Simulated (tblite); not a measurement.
Geometry relaxation of C4H10F2Si2 (part 4 of 4)

The same run, continued: C4H10F2Si2; GFN2-xTB geometry optimisation, gas phase (tblite 0.8.0). It belongs to a series of runs on one base structure; here: constitutional isomer.

Geometry of the input (Å):
```
C  2.9195  0.3945  0.7424
Si 1.5977  -0.0225  -0.5490
C  0.0299  0.8032  -0.2084
C  -1.1589  0.1774  -0.1210
Si -1.3532  -1.6283  -0.2832
C  -2.3964  0.9915  0.1601
F  -2.9635  0.5710  1.3476
F  -3.3122  0.8781  -0.8412
H  2.5905  0.0067  1.7225
H  3.7812  -0.2587  0.4665
H  3.1720  1.4523  0.7413
H  2.0964  0.5143  -1.8311
H  1.5768  -1.4548  -0.6474
H  -0.0178  1.8980  -0.0826
H  -0.2536  -2.3393  -0.8485
H  -1.6446  -2.1826  1.0716
H  -2.5276  -1.8477  -1.1490
H  -2.1449  2.0533  0.2978
```

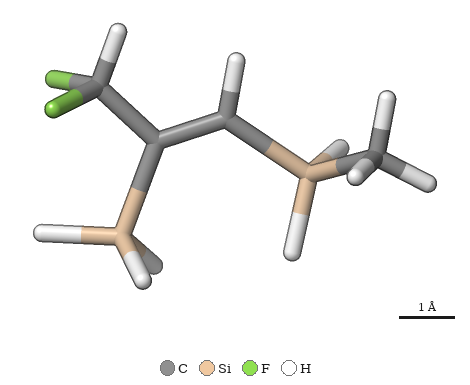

**Figure 1.** The geometry at step 128 of the log (stick view, seen at a tilt).

## Trajectory as extended XYZ, continued
```
18
Properties=species:S:1:pos:R:3:forces:R:3 step=112 energy=-722.45469
C     2.9297    0.4496    0.7919   -0.0150   0.0050  -0.0070
Si    1.7473   -0.0846   -0.5978    0.0010   0.0070   0.0270
C     0.0740    0.7112   -0.2413   -0.0180  -0.0060  -0.0020
C    -1.1185    0.1325   -0.1267    0.0050  -0.0020   0.0010
Si   -1.5533   -1.7107   -0.2491   -0.0040   0.0090  -0.0270
C    -2.3182    0.9963    0.1271    0.0090  -0.0010  -0.0050
F    -3.1138    0.4676    1.0957    0.0030  -0.0080   0.0280
F    -3.1048    1.0690   -0.9833   -0.0120  -0.0090  -0.0200
H     2.6559   -0.0046    1.7402   -0.0030  -0.0020   0.0040
H     3.9531    0.1602    0.5722   -0.0150  -0.0100  -0.0050
H     2.9176    1.5269    0.9301    0.0120   0.0200   0.0020
H     2.2045    0.4602   -1.8843    0.0160  -0.0020  -0.0100
H     1.6695   -1.5450   -0.6500    0.0030  -0.0070  -0.0010
H     0.1142    1.7949   -0.1304    0.0020  -0.0090   0.0000
H    -0.7317   -2.3134   -1.2981   -0.0020  -0.0020   0.0000
H    -1.2856   -2.3034    1.0635    0.0030  -0.0040  -0.0030
H    -2.9674   -1.8311   -0.5951    0.0060   0.0020   0.0120
H    -2.0814    2.0307    0.4237    0.0130   0.0200   0.0060
18
Properties=species:S:1:pos:R:3:forces:R:3 step=115 energy=-722.45446
C     2.9437    0.4504    0.7983   -0.0050   0.0190   0.0030
Si    1.7412   -0.0915   -0.5706    0.0020  -0.0030   0.0110
C     0.0739    0.7156   -0.2065   -0.0340  -0.0280  -0.0220
C    -1.1219    0.1372   -0.1203    0.0270   0.0150  -0.0110
Si   -1.5450   -1.7079   -0.2592    0.0000  -0.0750  -0.0050
C    -2.3287    0.9994    0.1007   -0.0070   0.0020   0.0030
F    -3.1404    0.4848    1.0637    0.0110   0.0060   0.0330
F    -3.0964    1.0464   -1.0259    0.0150   0.0040   0.0100
H     2.6766    0.0093    1.7550    0.0060   0.0040  -0.0020
H     3.9646    0.1561    0.5730   -0.0260  -0.0320  -0.0110
H     2.9404    1.5297    0.9229   -0.0040   0.0170   0.0080
H     2.1950    0.4319   -1.8698   -0.0070  -0.0120   0.0250
H     1.6366   -1.5525   -0.6084    0.0120   0.0140   0.0050
H     0.1168    1.7977   -0.0843   -0.0050  -0.0080  -0.0130
H    -0.8300   -2.2601   -1.4170   -0.0390   0.0290   0.0950
H    -1.1445   -2.3391    1.0091   -0.0100   0.0450  -0.1260
H    -2.9890   -1.8416   -0.4560    0.0600   0.0010   0.0050
H    -2.1016    2.0404    0.3836    0.0050   0.0020  -0.0090
18
Properties=species:S:1:pos:R:3:forces:R:3 step=119 energy=-722.45652
C     2.9385    0.4540    0.7991   -0.0050  -0.0050   0.0020
Si    1.7421   -0.0922   -0.5722   -0.0070  -0.0010  -0.0060
C     0.0751    0.7139   -0.2102   -0.0130  -0.0050  -0.0160
C    -1.1204    0.1374   -0.1216    0.0110  -0.0010  -0.0050
Si   -1.5450   -1.7062   -0.2619   -0.0250  -0.0010  -0.0280
C    -2.3269    0.9979    0.1058    0.0090   0.0010   0.0130
F    -3.1243    0.4878    1.0841    0.0080   0.0150  -0.0010
F    -3.1045    1.0327   -1.0138   -0.0100   0.0070   0.0240
H     2.6635    0.0209    1.7571    0.0000   0.0180   0.0070
H     3.9557    0.1446    0.5798    0.0000  -0.0130  -0.0060
H     2.9445    1.5347    0.9140    0.0010  -0.0020   0.0110
H     2.2001    0.4320   -1.8692   -0.0060  -0.0090   0.0170
H     1.6377   -1.5526   -0.6144    0.0160   0.0080   0.0110
H     0.1201    1.7951   -0.0854   -0.0080   0.0100  -0.0130
H    -0.8260   -2.2640   -1.4061    0.0250  -0.0080  -0.0060
H    -1.1560   -2.3364    1.0014    0.0200  -0.0100   0.0000
H    -2.9831   -1.8353   -0.4758   -0.0170  -0.0040   0.0050
H    -2.0999    2.0419    0.3778    0.0020   0.0020  -0.0080
18
Properties=species:S:1:pos:R:3:forces:R:3 step=122 energy=-722.45793
C     2.9315    0.4589    0.8035   -0.0090  -0.0330  -0.0070
Si    1.7369   -0.0990   -0.5634   -0.0040  -0.0030  -0.0010
C     0.0768    0.7200   -0.2060   -0.0030   0.0140  -0.0050
C    -1.1183    0.1438   -0.1205   -0.0060  -0.0190  -0.0050
Si   -1.5348   -1.7004   -0.2770   -0.0400  -0.0250  -0.0330
C    -2.3273    0.9997    0.1068    0.0090   0.0030  -0.0060
F    -3.1093    0.5049    1.1047    0.0010   0.0050  -0.0030
F    -3.1156    1.0050   -1.0056   -0.0390   0.0080   0.0190
H     2.6408    0.0452    1.7652    0.0090   0.0290   0.0240
H     3.9429    0.1238    0.5954    0.0100   0.0180   0.0090
H     2.9531    1.5415    0.8988    0.0160  -0.0270   0.0080
H     2.2031    0.3977   -1.8660   -0.0010   0.0130  -0.0130
H     1.6175   -1.5582   -0.5892    0.0210  -0.0060   0.0180
H     0.1263    1.8000   -0.0729   -0.0160   0.0060  -0.0230
H    -0.8579   -2.2374   -1.4574    0.0180   0.0080  -0.0040
H    -1.0863   -2.3539    0.9546    0.0110  -0.0040   0.0030
H    -2.9803   -1.8362   -0.4356    0.0020  -0.0050   0.0130
H    -2.1077    2.0509    0.3529    0.0230   0.0180   0.0050
18
Properties=species:S:1:pos:R:3:forces:R:3 step=125 energy=-722.45949
C     2.9256    0.4582    0.8065    0.0130   0.0030   0.0230
Si    1.7316   -0.1013   -0.5585    0.0040  -0.0060  -0.0050
C     0.0752    0.7271   -0.2086   -0.0040  -0.0140   0.0010
C    -1.1183    0.1466   -0.1238   -0.0150   0.0040  -0.0120
Si   -1.5299   -1.6996   -0.2981    0.0150   0.0140   0.0270
C    -2.3269    1.0014    0.1116   -0.0240   0.0000  -0.0240
F    -3.0891    0.5235    1.1331    0.0260   0.0070   0.0150
F    -3.1391    0.9771   -0.9833   -0.0360   0.0220  -0.0080
H     2.6205    0.0755    1.7763    0.0060  -0.0090   0.0180
H     3.9310    0.0983    0.6114    0.0120   0.0140   0.0190
H     2.9706    1.5413    0.8837    0.0170  -0.0080  -0.0180
H     2.2072    0.3769   -1.8644   -0.0050   0.0180  -0.0140
H     1.6063   -1.5599   -0.5671    0.0160  -0.0140   0.0120
H     0.1259    1.8066   -0.0696   -0.0230  -0.0130  -0.0230
H    -0.8619   -2.2252   -1.4890   -0.0120   0.0240  -0.0120
H    -1.0501   -2.3639    0.9166    0.0040  -0.0030   0.0030
H    -2.9775   -1.8369   -0.4174   -0.0160  -0.0130  -0.0110
H    -2.1096    2.0607    0.3291    0.0220  -0.0280   0.0100
18
Properties=species:S:1:pos:R:3:forces:R:3 step=128 energy=-722.46113
C     2.9194    0.4594    0.8135    0.0320   0.0280   0.0120
Si    1.7331   -0.1083   -0.5568    0.0080   0.0080   0.0090
C     0.0749    0.7212   -0.2110   -0.0160  -0.0240  -0.0110
C    -1.1204    0.1433   -0.1294   -0.0210   0.0120  -0.0360
Si   -1.5339   -1.7018   -0.3082    0.0200   0.0040   0.0240
C    -2.3260    1.0024    0.1100   -0.0020   0.0000   0.0110
F    -3.0702    0.5397    1.1526    0.0200   0.0040  -0.0110
F    -3.1586    0.9688   -0.9696    0.0050   0.0210   0.0300
H     2.6080    0.1025    1.7917   -0.0020  -0.0350  -0.0200
H     3.9252    0.0948    0.6305    0.0130  -0.0280   0.0230
H     2.9757    1.5425    0.8703   -0.0070   0.0370  -0.0190
H     2.2113    0.3723   -1.8644   -0.0200  -0.0070   0.0370
H     1.6132   -1.5684   -0.5587    0.0110   0.0080   0.0020
H     0.1247    1.8009   -0.0723   -0.0080  -0.0160  -0.0210
H    -0.8827   -2.2138   -1.5161   -0.0350   0.0290   0.0030
H    -1.0192   -2.3753    0.8881   -0.0190   0.0030  -0.0090
H    -2.9859   -1.8360   -0.3973    0.0280  -0.0200  -0.0080
H    -2.0972    2.0620    0.3154   -0.0090  -0.0240  -0.0150
18
Properties=species:S:1:pos:R:3:forces:R:3 step=131 energy=-722.46285
C     2.9138    0.4682    0.8236    0.0150   0.0070  -0.0100
Si    1.7373   -0.1143   -0.5515   -0.0060   0.0040   0.0480
C     0.0760    0.7165   -0.2190   -0.0080   0.0110  -0.0160
C    -1.1214    0.1429   -0.1427   -0.0100  -0.0140  -0.0130
Si   -1.5351   -1.6982   -0.3224   -0.0350  -0.0620  -0.0220
C    -2.3235    1.0006    0.1116    0.0010   0.0150   0.0130
F    -3.0279    0.5590    1.1914    0.0000  -0.0060  -0.0530
F    -3.1907    0.9452   -0.9399    0.0250   0.0080   0.0790
H     2.5773    0.1383    1.8050    0.0270   0.0280  -0.0670
H     3.9153    0.0771    0.6666   -0.0220   0.0040   0.0300
H     2.9881    1.5533    0.8447   -0.0010  -0.0380   0.0260
H     2.2243    0.3518   -1.8592   -0.0150   0.0040   0.0150
H     1.6174   -1.5746   -0.5398    0.0050   0.0080  -0.0010
H     0.1226    1.7960   -0.0779    0.0220  -0.0090  -0.0210
H    -0.9245   -2.1883   -1.5595   -0.0160   0.0160  -0.0100
H    -0.9792   -2.3919    0.8421   -0.0210   0.0040   0.0100
H    -2.9904   -1.8372   -0.3743    0.0600  -0.0160   0.0090
H    -2.0880    2.0619    0.2898   -0.0210   0.0370  -0.0190
18
Properties=species:S:1:pos:R:3:forces:R:3 step=135 energy=-722.46466
C     2.9189    0.4712    0.8273    0.0000   0.0020   0.0050
Si    1.7362   -0.1145   -0.5399    0.0080  -0.0010   0.0030
C     0.0718    0.7152   -0.2241    0.0030  -0.0010  -0.0050
C    -1.1260    0.1415   -0.1541    0.0030   0.0060   0.0190
Si   -1.5354   -1.7024   -0.3360    0.0160  -0.0060   0.0030
C    -2.3242    1.0027    0.1101   -0.0060   0.0020   0.0000
F    -3.0087    0.5700    1.2053    0.0070   0.0010   0.0110
F    -3.2141    0.9335   -0.9188    0.0010   0.0060  -0.0100
H     2.5730    0.1602    1.8095   -0.0090   0.0090   0.0030
H     3.9146    0.0607    0.6881   -0.0050   0.0080  -0.0150
H     3.0091    1.5544    0.8376    0.0070  -0.0110   0.0080
H     2.2215    0.3404   -1.8509   -0.0010   0.0150  -0.0040
H     1.6172   -1.5736   -0.5229   -0.0010  -0.0190   0.0070
H     0.1181    1.7945   -0.0852    0.0190   0.0050  -0.0090
H    -0.9472   -2.1685   -1.5941   -0.0240   0.0040   0.0130
H    -0.9554   -2.4007    0.8155   -0.0150   0.0100  -0.0180
H    -2.9883   -1.8467   -0.3484    0.0090  -0.0230  -0.0080
H    -2.0896    2.0684    0.2694   -0.0100  -0.0060  -0.0020
18
Properties=species:S:1:pos:R:3:forces:R:3 step=138 energy=-722.46506
C     2.9184    0.4726    0.8290   -0.0050  -0.0020   0.0020
Si    1.7374   -0.1177   -0.5378   -0.0010  -0.0050  -0.0090
C     0.0733    0.7135   -0.2222    0.0010  -0.0010  -0.0010
C    -1.1257    0.1421   -0.1521   -0.0030   0.0020  -0.0010
Si   -1.5346   -1.7019   -0.3376   -0.0080   0.0120  -0.0020
C    -2.3246    1.0034    0.1098    0.0030   0.0010   0.0070
F    -3.0019    0.5759    1.2121    0.0000   0.0100  -0.0090
F    -3.2192    0.9281   -0.9150    0.0120  -0.0100   0.0080
H     2.5654    0.1710    1.8116    0.0050  -0.0030   0.0040
H     3.9128    0.0577    0.6949   -0.0060  -0.0040  -0.0020
H     3.0147    1.5549    0.8340    0.0000   0.0060  -0.0030
H     2.2183    0.3390   -1.8506    0.0010   0.0070   0.0070
H     1.6200   -1.5782   -0.5215    0.0010   0.0050   0.0090
H     0.1237    1.7929   -0.0842    0.0060   0.0020  -0.0080
H    -0.9618   -2.1583   -1.6046   -0.0010  -0.0070  -0.0070
H    -0.9470   -2.4056    0.8048   -0.0020   0.0000  -0.0020
H    -2.9867   -1.8535   -0.3428    0.0000  -0.0130   0.0010
H    -2.0914    2.0704    0.2605   -0.0040  -0.0010   0.0070
18
Properties=species:S:1:pos:R:3:forces:R:3 step=141 energy=-722.46522
C     2.9159    0.4747    0.8310   -0.0010   0.0050   0.0030
Si    1.7382   -0.1193   -0.5368   -0.0060   0.0040   0.0000
C     0.0743    0.7137   -0.2256    0.0020   0.0000   0.0010
C    -1.1248    0.1426   -0.1546    0.0010   0.0010   0.0000
Si   -1.5354   -1.7006   -0.3447   -0.0030  -0.0040   0.0010
C    -2.3229    1.0033    0.1123    0.0020   0.0040  -0.0040
F    -2.9889    0.5829    1.2237   -0.0020   0.0040   0.0030
F    -3.2266    0.9174   -0.9032    0.0000  -0.0070  -0.0050
H     2.5563    0.1844    1.8146    0.0060  -0.0060   0.0040
H     3.9075    0.0510    0.7042   -0.0010  -0.0030   0.0030
H     3.0208    1.5564    0.8278   -0.0020   0.0000  -0.0060
H     2.2238    0.3350   -1.8482    0.0010   0.0040  -0.0020
H     1.6192   -1.5792   -0.5131    0.0000   0.0000   0.0020
H     0.1255    1.7931   -0.0868    0.0040  -0.0030  -0.0060
H    -0.9739   -2.1539   -1.6185   -0.0020   0.0010   0.0010
H    -0.9394   -2.4097    0.7902    0.0020   0.0020  -0.0030
H    -2.9868   -1.8576   -0.3362   -0.0020  -0.0040  -0.0020
H    -2.0916    2.0721    0.2521    0.0010   0.0010   0.0100
```

## Results in brief

- outcome: converged
- total energy: −722.4652 eV
- hardware: 1 CPU thread, shared host
- wall time: 0.98 s
- peak memory: 0.18 GiB
